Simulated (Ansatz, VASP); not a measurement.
# InGaAsP: VASP beside Ansatz

Wanted: the spread between two codes on one cell, functional and k mesh. The cell is invented: As first built, before any earlier steps moved the atoms (in the runner's words): it takes the InGaAs2 structure with some of its atoms replaced by other elements, volume scaled by an estimate. It may not be a known or stable phase. The cell is taken from a series of VASP runs on this material, whose earlier steps may have relaxed, scaled or displaced it; both programs get it as it stands. Valence electrons are named where the data sets of a main pair hold unlike numbers.

Calculated with Ansatz 0.2.0; plane waves, with VASP 6.6.1 beside it; band structure at PBEsol and band structure at PBEsol, spin-orbit coupling.

## (1) The starting structure

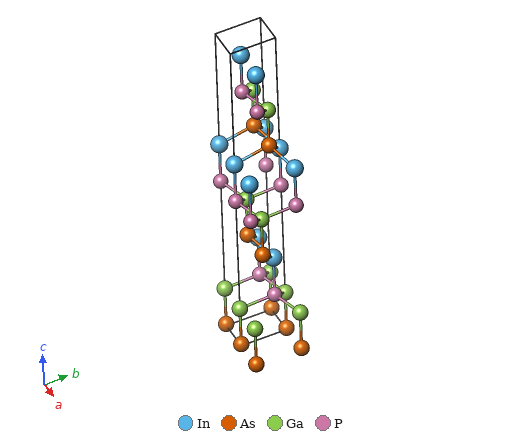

The starting structure, seen slightly off an axis (indium blue, arsenic orange, gallium green, phosphorus pink). 2×1×1 cells are drawn. This picture shows the conventional cell, with its axes. Some periodic images of atoms are drawn too.

Structure file:

```cif
data_structure
_symmetry_space_group_name_H-M 'P 1'
_symmetry_Int_Tables_number 1
_cell_length_a 7.0991
_cell_length_b 7.0991
_cell_length_c 7.0991
_cell_angle_alpha 33.313
_cell_angle_beta 33.313
_cell_angle_gamma 33.313
_cell_volume 96.09
loop_
_atom_site_label
_atom_site_type_symbol
_atom_site_fract_x
_atom_site_fract_y
_atom_site_fract_z
_atom_site_occupancy
In1 In 0.62160 0.62160 0.62160 1
As2 As 0.00591 0.00591 0.00591 1
Ga3 Ga 0.12736 0.12736 0.12736 1
P4 P 0.49513 0.49513 0.49513 1
```

## (2) VASP: band structure, PBEsol

A single point gives forces, pressure and levels at one fixed geometry, so differences don't come from the geometry; what else differs is listed under the comparison.

Lines of VASP's logs that name or quote its potential files are left out, and so is its time.

INCAR reads:

```
SYSTEM = InGaAsP
PREC = Accurate
ENCUT = 400
EDIFF = 1E-06
NELM = 100
ISMEAR = 0
SIGMA = 0.05
LREAL = .FALSE.
ALGO = Normal
GGA = PS
NBANDS = 32
LORBIT = 11
LWAVE = .FALSE.
LCHARG = .FALSE.
KPAR = 2
```

POSCAR reads:

```
InGaAsP
1.0
    2.0348332696      1.1748108590      6.6989738757
   -2.0348332696      1.1748108590      6.6989738757
    0.0000000000     -2.3496226582      6.6989738711
In As Ga P
1 1 1 1
Direct
    0.6216017006      0.6216017006      0.6216017006
    0.0059138282      0.0059138282      0.0059138282
    0.1273576380      0.1273576380      0.1273576380
    0.4951278330      0.4951278330      0.4951278330
```

KPOINTS reads:

```
Automatic mesh
0
Gamma
6 6 6
0 0 0
```

KPOINTS_OPT reads:

```
Line mode
16
Line-mode
Reciprocal
  0.00000000   0.00000000   0.00000000 GAMMA
  0.50000000   0.00000000   0.00000000 L

  0.50000000   0.00000000   0.00000000 L
  0.50000000   0.18717018  -0.18717018 B1

  0.81282982   0.50000000   0.18717018 B
  0.50000000   0.50000000   0.50000000 Z

  0.50000000   0.50000000   0.50000000 Z
  0.00000000   0.00000000   0.00000000 GAMMA

  0.00000000   0.00000000   0.00000000 GAMMA
  0.34358509   0.00000000  -0.34358509 X

  0.65641491   0.34358509   0.00000000 Q
  0.50000000   0.50000000   0.00000000 F

  0.50000000   0.50000000   0.00000000 F
  0.65641491   0.65641491   0.18717018 P1

  0.65641491   0.65641491   0.18717018 P1
  0.50000000   0.50000000   0.50000000 Z

  0.50000000   0.00000000   0.00000000 L
  0.81282982   0.34358509   0.34358509 P
```

Potentials, in the order of the species: In_d, As, Ga_d and P (PBE family, release 64).

Run with:

```sh
$ mpirun -np 2 vasp_std
```

Numbers of over 12 decimals in the logs are rounded to 6 here.

Log:

```text
[banner, memory and clock lines left out]
running    2 mpi-ranks, on    1 nodes
 distrk:  each k-point on    1 cores,    2 groups
 distr:  one band on    1 cores,    1 groups

 POSCAR found type information on POSCAR InAsGaP
 POSCAR found :  4 types and       4 ions
|                                                                             |
|               ----> ADVICE to this user running VASP <----                  |
|                                                                             |
|     You enforced a specific xc type in the INCAR file but a different       |
|     [... a line on the potential file left out ...]
|     I HOPE YOU KNOW WHAT YOU ARE DOING!                                     |
|                                                                             |

 LDA part: xc-table for (Slater+PW92), standard interpolation
 POSCAR, INCAR and KPOINTS ok, starting setup
 FFT: planning ... GRIDC
 FFT: planning ... GRID_SOFT
 FFT: planning ... GRID
 WAVECAR not read
 entering main loop
       N       E                     dE             d eps       ncg     rms          rms(c)
DAV:   1     0.267892596544E+03    0.26789E+03   -0.13967E+04  2192   0.124E+03
DAV:   2     0.161214679156E+02   -0.25177E+03   -0.23713E+03  2144   0.366E+02
DAV:   3    -0.173677087042E+02   -0.33489E+02   -0.33124E+02  2504   0.114E+02
DAV:   4    -0.186181285648E+02   -0.12504E+01   -0.12489E+01  2424   0.234E+01
DAV:   5    -0.186563150340E+02   -0.38186E-01   -0.38182E-01  2992   0.406E+00    0.630E+00
DAV:   6    -0.181252290488E+02    0.53109E+00   -0.64666E-01  3000   0.116E+01    0.358E+00
DAV:   7    -0.180601259160E+02    0.65103E-01   -0.31849E-01  3096   0.327E+00    0.106E+00
DAV:   8    -0.180564673408E+02    0.36586E-02   -0.47030E-02  2816   0.199E+00    0.438E-01
DAV:   9    -0.180565494363E+02   -0.82095E-04   -0.34944E-03  2824   0.516E-01    0.193E-01
DAV:  10    -0.180567089000E+02   -0.15946E-03   -0.42835E-04  3144   0.179E-01    0.110E-01
DAV:  11    -0.180568068261E+02   -0.97926E-04   -0.15450E-04  2336   0.721E-02    0.329E-02
DAV:  12    -0.180568006866E+02    0.61395E-05   -0.97109E-06  2544   0.226E-02    0.121E-02
DAV:  13    -0.180568028381E+02   -0.21515E-05   -0.49635E-06  2152   0.849E-03    0.367E-03
DAV:  14    -0.180568028549E+02   -0.16801E-07   -0.49668E-07  1784   0.561E-03
   1 F= -.18056803E+02 E0= -.18056651E+02  d E =-.303936E-03
 Start KPOINTS_OPT (optional k-point list driver)
k-point batch [1-32\144]
       N       E                     dE             ncg
DAV:   1     0.251906617459E+04   -0.21094E+05     2192
DAV:   2    -0.555254589189E+04   -0.80716E+04     2136
DAV:   3    -0.663637241274E+04   -0.10838E+04     2392
DAV:   4    -0.667688667052E+04   -0.40514E+02     2528
DAV:   5    -0.667816646440E+04   -0.12798E+01     3104
DAV:   6    -0.667818993039E+04   -0.23466E-01     2664
DAV:   7    -0.667819067365E+04   -0.74326E-03     3160
DAV:   8    -0.667819069068E+04   -0.17033E-04     2480
DAV:   9    -0.667819069102E+04   -0.33204E-06     1704
[...]
k-point batch [129-144\144]
       N       E                     dE             ncg
DAV:   1     0.103159338202E+05   -0.13925E+05     1064
DAV:   2     0.629716277756E+04   -0.40188E+04     1040
DAV:   3     0.577540825896E+04   -0.52175E+03     1248
DAV:   4     0.575649604624E+04   -0.18912E+02     1320
DAV:   5     0.575592802484E+04   -0.56802E+00     1496
DAV:   6     0.575591617726E+04   -0.11848E-01     1432
DAV:   7     0.575591589768E+04   -0.27958E-03     1480
DAV:   8     0.575591589066E+04   -0.70233E-05     1352
DAV:   9     0.575591589054E+04   -0.11881E-06      824
```

OUTCAR, selected parts (step 2):

```text
ion  position               nearest neighbor table
   1  0.622  0.622  0.622-   4 2.54   2 2.56   2 2.56   2 2.56
   2  0.006  0.006  0.006-   3 2.44   1 2.56   1 2.56   1 2.56
   3  0.127  0.127  0.127-   2 2.44   4 2.45   4 2.45   4 2.45
   4  0.495  0.495  0.495-   3 2.45   3 2.45   3 2.45   1 2.54

  LATTYP: Found a trigonal (rhomboedric) cell.
 ALAT       =     7.0990828969
 COS(alpha) =     0.8356827492

 Subroutine GETGRP returns: Found  6 space group operations
 (whereof  6 operations were pure point group operations)

The static configuration has the point symmetry C_3v.

 Found     32 irreducible k-points:

   k-points           NKPTS =     32   k-points in BZ     NKDIM =     32   number of bands    NBANDS=     32

   dimension x,y,z NGX =    48 NGY =   48 NGZ =   48
   dimension x,y,z NGXF=    96 NGYF=   96 NGZF=   96

   ENCUT  =  400.0 eV  29.40 Ry    5.42 a.u.  11.58 11.58 11.58*2*pi/ulx,y,z

   NELECT =      36.0000    total number of electrons

 k-points in reciprocal lattice and weights: Automatic mesh
   0.00000000  0.00000000  0.00000000       0.005
   0.16666667  0.00000000  0.00000000       0.028
   0.33333333 -0.00000000  0.00000000       0.028
   0.50000000  0.00000000 -0.00000000       0.014
   0.16666667  0.16666667 -0.00000000       0.028
   0.33333333  0.16666667 -0.00000000       0.056
   0.50000000  0.16666667  0.00000000       0.056
  -0.33333333  0.16666667 -0.00000000       0.056
  -0.16666667  0.16666667  0.00000000       0.028
[...]
-0.33333333  0.50000000  0.33333333       0.028
   0.50000000  0.50000000  0.50000000       0.005

 average (electrostatic) potential at core
       1 -96.1496       2 -49.1559       3 -65.6512       4 -83.8657

 E-fermi :   4.7338

 k-point     1 :       0.0000    0.0000    0.0000
  band No.  band energies     occupation
    ...
     15       3.1310      2.00000
     16       4.2267      2.00000
     17       4.6506      1.98137
     18       4.7316      1.04951
     19       4.7316      1.04949
     20       5.8926      0.00000
     21       8.0591      0.00000
     22       8.0591      0.00000
     23       8.3398      0.00000
     24       9.3473      0.00000
    ...

 k-point     2 :       0.1667    0.0000    0.0000
  band No.  band energies     occupation
    ...
     14       1.5041      2.00000
     15       2.6294      2.00000
     16       2.8073      2.00000
     17       3.8818      2.00000
     18       4.1759      2.00000
     19       6.1122      0.00000
     20       7.0470      0.00000
     21       7.8658      0.00000
     22       8.6529      0.00000
     23       8.8841      0.00000
    ...

 k-point     3 :       0.3333   -0.0000    0.0000
  band No.  band energies     occupation
    ...
     14       0.0592      2.00000
     15       0.8348      2.00000
     16       2.3065      2.00000
     17       2.7041      2.00000
     18       3.3827      2.00000
     19       6.2669      0.00000
     20       7.4502      0.00000
     21       7.9979      0.00000
     22       9.6587      0.00000
     23       9.9233      0.00000
    ...

  Total        0.0093906      0.0093906      0.0340880      0.0000000     -0.0000000      0.0000000
  in kB        0.1565848      0.1565847      0.5684027      0.0000000     -0.0000000      0.0000000
  external PRESSURE =       0.2938574 kB  Pullay stress =       0.0000000 kB

  energy-cutoff  :      400.00
  volume of cell :       96.09
      direct lattice vectors                 reciprocal lattice vectors
     2.034833270  1.174810859  6.698973876     0.245720378  0.141866770  0.049758871
    -2.034833270  1.174810859  6.698973876    -0.245720378  0.141866770  0.049758871
     0.000000000 -2.349622658  6.698973871     0.000000000 -0.283733541  0.049758851

 POSITION                                       TOTAL-FORCE (eV/Angst)
 -----------------------------------------------------------------------------------
      0.00000     -0.00000     12.49228         0.000000      0.000000     -0.006760
      0.00000     -0.00000      0.11885         0.000000     -0.000000      0.005239
      0.00000     -0.00000      2.55950         0.000000      0.000000     -0.006678
      0.00000     -0.00000      9.95055         0.000000     -0.000000      0.008199
 -----------------------------------------------------------------------------------
    total drift:                               -0.000000     -0.000032     -0.001199

  FREE ENERGIE OF THE ION-ELECTRON SYSTEM (eV)
  ---------------------------------------------------
  free  energy   TOTEN  =       -18.0568028549 eV

  energy  without entropy=      -18.0564989191  energy(sigma->0) =      -18.05665089

 total charge
# of ion       s       p       d       tot
------------------------------------------
    1        0.847   0.809   9.898  11.554
    2        1.215   1.614   0.027   2.856
    3        0.868   0.744   9.994  11.606
    4        1.031   1.442   0.000   2.473
--------------------------------------------------
tot          3.961   4.609  19.919  28.489

[... 3 further parts left out ...]
```

Spin-orbit coupling is off here; with elements this heavy it splits and shifts levels by tenths of an eV or more. The PAW data sets were made with PBE, which is usual practice but a small mismatch for other functionals.

## (3) Ansatz: band structure, PBEsol

Ansatz runs on its default PAW (the set named soft_2) files.

The same cell, functional, mesh and smearing now go to Ansatz, which takes its cutoff from its data sets.

input.yaml reads:

```yaml
crystal:
  lattice:
    - [2.0348332696, 1.174810859, 6.6989738757]
    - [-2.0348332696, 1.174810859, 6.6989738757]
    - [0.0, -2.3496226582, 6.6989738711]
  atoms:
    - { symbol: In, position: [0.6216017006, 0.6216017006, 0.6216017006] }
    - { symbol: As, position: [0.0059138282, 0.0059138282, 0.0059138282] }
    - { symbol: Ga, position: [0.127357638, 0.127357638, 0.127357638] }
    - { symbol: P, position: [0.495127833, 0.495127833, 0.495127833] }
hamiltonian:
  xc: pbesol
  pseudopotentials: { kind: paw }
kpoints:
  mp_grid: { grid: [6, 6, 6] }
  band_path:
    path:
      - [0.0, 0.0, 0.0]
      - [0.13333, 0.0, 0.0]
      - [0.3, 0.0, 0.0]
      - [0.46667, 0.0, 0.0]
      - [0.5, 0.03743, -0.03743]
      - [0.5, 0.09982, -0.09982]
      - [0.5, 0.16221, -0.16221]
      - [0.77112, 0.5, 0.22888]
      - [0.66684, 0.5, 0.33316]
      - [0.56257, 0.5, 0.43743]
      - [0.46667, 0.46667, 0.46667]
      - [0.3, 0.3, 0.3]
      - [0.13333, 0.13333, 0.13333]
      - [0.0, 0.0, 0.0]
      - [0.11453, 0.0, -0.11453]
      - [0.20615, 0.0, -0.20615]
      - [0.32068, 0.0, -0.32068]
      - [0.62513, 0.37487, 0.0]
      - [0.57299, 0.42701, 0.0]
      - [0.52086, 0.47914, 0.0]
      - [0.52086, 0.52086, 0.02496]
      - [0.57299, 0.57299, 0.08735]
      - [0.62513, 0.62513, 0.14974]
      - [0.64599, 0.64599, 0.20803]
      - [0.59385, 0.59385, 0.3123]
      - [0.54171, 0.54171, 0.41658]
      - [0.5, 0.0, 0.0]
      - [0.60428, 0.11453, 0.11453]
      - [0.70855, 0.22906, 0.22906]
      - [0.81283, 0.34359, 0.34359]
    npoints: 1
scf:
  occupations: { method: gaussian, width: 0.05 }
  n_extra_bands: 8
output:
  forces: true
  stress: true
  eigenvalues: true
  write_density: true
  write_potential: true
  elf: true
  volumetric_format: npy
```

Run with:

```sh
$ ansatz run input.yaml --threads 2 --pin off --max-ram 4608MiB --backend cpu --events-out ev --progress --plain --runs-dir out
```

Log:

```text
basis.fft_grid_basis auto: the FFT boxes are laid along the combinations [[1, -1, 0], [0, 1, 0], [0, -1, 1]] of the cell's own vectors, 4.070, 7.099 and 4.070 Å long. The dense box has 30×48×30 points. Along the cell's own vectors, as sized, it would have 48×48×48, 2.56 times as many. Of the 6 symmetry operations that the crystal satisfies within crystal.symmetry.tolerance (time reversal apart; of a slab, those that  [...]
scf.n_extra_bands = 8 over 23 filled bands (N_el = 46.0): the run solves 31 bands
Engine: ansatz 0.2.0, x86_64-unknown-linux-gnu
Pseudopotentials: kind: paw
Pseudopotential: In, paw, valence charge 13, recommended cutoff 420 eV (normal), In.paw.azcp
Pseudopotential: As, paw, valence charge 15, recommended cutoff 420 eV (normal), As.paw.azcp
Pseudopotential: Ga, paw, valence charge 13, recommended cutoff 420 eV (normal), Ga.paw.azcp
Pseudopotential: P, paw, valence charge 5, recommended cutoff 420 eV (normal), P.paw.azcp
Functional definition: PBEsol
  exchange = pbesol_x
  correlation = pbesol_c
Crystal: 4 atoms, lattice volume = 96.085 Å³
Basis set: ecut = 420 eV, 1889 PW (Γ), FFT grids on a1−a2, a2, −a2+a3, exchange–correlation on 60×96×60 points (8 copies of the dense FFT grid, shifted against one another)
Bands: 31, of which v1, the nominal top of the filled ones, is band 23 counted from 1 (22 counted from 0)
Symmetry: 6 space group operations
Space group: R3m (ITA 160), of the structure as read, at distance tolerance 4.6e-5 Å
k-points: 32 of 216 (time reversal used)
Non-local potential: In, projectors of the file, l = 0: 2, l = 1: 2, l = 2: 2, l = 3: 2
Non-local potential: As, projectors of the file, l = 0: 2, l = 1: 2, l = 2: 3, l = 3: 1
Non-local potential: Ga, projectors of the file, l = 0: 2, l = 1: 2, l = 2: 3, l = 3: 1
Non-local potential: P, projectors of the file, l = 0: 2, l = 1: 2, l = 2: 2
PAW form: soft (Blöchl's): semilocal exchange-correlation on the pseudo side does not see the compensation charge
PAW frozen core: In, regenerated for the run's functional, and the local potential with it (the file was generated under x = pbe(κ = 0.804, μ = 0.219515), c = pbe(β = 0.066725))
PAW frozen core: As, regenerated for the run's functional, and the local potential with it (the file was generated under x = pbe(κ = 0.804, μ = 0.219515), c = pbe(β = 0.066725))
PAW frozen core: Ga, regenerated for the run's functional, and the local potential with it (the file was generated under x = pbe(κ = 0.804, μ = 0.219515), c = pbe(β = 0.066725))
PAW frozen core: P, regenerated for the run's functional, and the local potential with it (the file was generated under x = pbe(κ = 0.804, μ = 0.219515), c = pbe(β = 0.066725))
PAW one-centre angular grid: In, 590 points (default); XC on 64 Gauss nodes
PAW one-centre angular grid: As, 590 points (default); XC on 64 Gauss nodes
PAW one-centre angular grid: Ga, 590 points (default); XC on 64 Gauss nodes
PAW one-centre angular grid: P, 110 points (default); XC on 64 Gauss nodes
Initial density: superposition of atomic densities (neutral atoms: chi_scale 0, normalization atom), corrected by the library's trained network
Initial wavefunctions: pseudopotential atomic-orbital guess
Functional: x = pbesol(κ = 0.804, μ = 0.123457), c = pbesol(β = 0.046)
SCF iter   1: F=—  HF=-14822.549924 eV  |F-HF|=—  |Δ(HF+E_count)|=         —  Δρ=4.35e-3  dr2=3.47e-2  ethr=1.77e-3  ⟨swp⟩=6.7  Hψ=4715  notcnv=0  defer=7
preconditioner: auto → Resta (q_TF=auto, 2.413 Å⁻¹)  ε∞=3.3  [insulator: Δε(μ)=0.386 eV  Ē_g=14.953 eV  σ=0.050 eV  W_gap=0.60  n_scr=28 (ndim 8)  ℏωp=22.7 eV  f_vac=0.047  D(μ)=0.29/eV (n_scr^D=0)  ε∞_Penn≈3.3]
SCF iter   2: F=—  HF=-14822.538555 eV  |F-HF|=—  |Δ(HF+E_count)|=   1.14e-2  Δρ=1.88e-3  dr2=5.22e-3  ethr=7.55e-5  ⟨swp⟩=2.0  Hψ=1549  notcnv=0  defer=66
SCF iter   3: F=—  HF=-14822.537531 eV  |F-HF|=—  |Δ(HF+E_count)|=   1.02e-3  Δρ=6.30e-4  dr2=4.82e-4  ethr=1.14e-5  ⟨swp⟩=2.0  Hψ=1489  notcnv=0  defer=66
SCF iter   4: F=—  HF=-14822.537424 eV  |F-HF|=—  |Δ(HF+E_count)|=   1.07e-4  Δρ=3.08e-4  dr2=1.46e-4  ethr=1.05e-6  ⟨swp⟩=2.0  Hψ=1489  notcnv=0  defer=66
SCF iter   5: F=—  HF=-14822.537453 eV  |F-HF|=—  |Δ(HF+E_count)|=   2.86e-5  Δρ=9.82e-5  dr2=1.54e-5  ethr=3.17e-7  ⟨swp⟩=2.0  Hψ=1502  notcnv=0  defer=66
SCF iter   6: F=—  HF=-14822.537470 eV  |F-HF|=—  |Δ(HF+E_count)|=   1.66e-5  Δρ=3.12e-5  dr2=9.26e-7  ethr=3.35e-8  ⟨swp⟩=3.0  Hψ=1724  notcnv=0  defer=66
SCF iter   7: F=-14822.537471 eV  HF=-14822.537471 eV  |F-HF|=6.36e-8  |Δ(HF+E_count)|=   1.18e-6  Δρ=8.23e-6  dr2=7.25e-8  ethr=2.17e-10  ⟨swp⟩=14.3  Hψ=8144  notcnv=0
SCF 1 converged in 7 iterations: F = -14822.537471 eV  dr2 = 7.25e-8
  greatest PAW one-centre occupation: 0.999 electrons in one spin orbital (limit 2), on the As atom at site 1 (counted from 0), in its partial waves of l = 2
NSCF: frozen V_eff on 30 k-points
SCF converged after 7 iterations
Free energy (F): -14822.537471 eV
Harris-Foulkes:  -14822.537471 eV  (|F-HF|=6.36e-8)
Internal energy: -14822.537165 eV  (E = F + TS)
E sigma→0 (E₀):  -14822.537318 eV
Entropy (-TS):   -0.000306 eV (-0.076 meV/atom)
Fermi energy:    7.669004 eV
--- Per-component energies (eV) ---
  E_band       = -376.357167
  E_kinetic    = 532.618260
  E_local      = -5678.142402  (includes V_loc(G=0)·N_el)
  E_nonlocal   = 160.442235
  E_hartree    = 2699.490264
  E_xc         = -421.147406
  E_vxc        = -297.335484  (∫ρ·V_xc dr)
  E_paw        = -8382.029056  (= ΣΔE_a)
  E_vpaw       = -492.925675  (= ΣTr[D̂ρ^β])
  E_aug_tail   = -0.000091  (compensation charges beyond the density's cutoff)
  E_ewald      = -3735.880373
  E_core_change = 2.111405  (= ΣΔE_core)
  E_smearing   = -0.000306  (= −TS)
  E_closure    = -0.000000  (closes the sum)
  Σ components = -14822.537471   (vs F -14822.537471, Δ=0.00e0)
--- Forces (eV/Å), atoms counted from 1 ---
  atom   1  In    -0.00000000    -0.00000000     0.00588672
  atom   2  As     0.00000000    -0.00000000     0.00186259
  atom   3  Ga    -0.00000000     0.00000000    -0.01566933
  atom   4  P      0.00000000    -0.00000000     0.00787825
  max |Σ_I F_I| component: 4.18e-5 eV/Å
--- Stress (GPa, compression-positive) ---
        0.046088       0.000000       0.000000
        0.000000       0.046088      -0.000000
        0.000000      -0.000000       0.091246
  P = ⅓ Tr σ = 0.0611 GPa (0.611 kbar)
--- Band table (eV; the first three rows and the last of 32) ---
  k-point 0: bands = [... 19 lower, 6.0748, 7.1687, 7.5887, 7.6667, 7.6667, 8.8273, 10.9980, 10.9980, ... 4 higher]
  k-point 1: bands = [... 19 lower, 5.5657, 5.7516, 6.8228, 7.1129, 9.0543, 9.9827, 10.8082, 11.5943, ... 4 higher]
  k-point 2: bands = [... 19 lower, 3.7782, 5.2515, 5.6472, 6.3216, 9.2103, 10.3910, 10.9392, 12.5985, ... 4 higher]
  k-point 31: bands = [... 19 lower, 6.2068, 6.2068, 7.3469, 7.3469, 8.1449, 9.7363, 11.4285, 11.4285, ... 4 higher]
```

Run time: 7.7 s. Hardware: 2 threads of Intel Xeon Platinum 8259CL at 2.50GHz (Skylake/Cascade Lake), shared host; peak memory 0.49 GiB; 15 s of CPU time.

(Continued in part 2 of 2.)

[Lines on the potential files, build, host, timing and source positions are cut from VASP's logs without a mark.]

[Logs are printed without paths, hosts, clocks, repeated set-up lines and the standing remarks that a program may print on its own settings, such as how far it seeks lower states.]

[Hosts, paths, dates, database ids (printed as entryN), source tags and the programs' standing remarks are cut or masked in the printed files.]
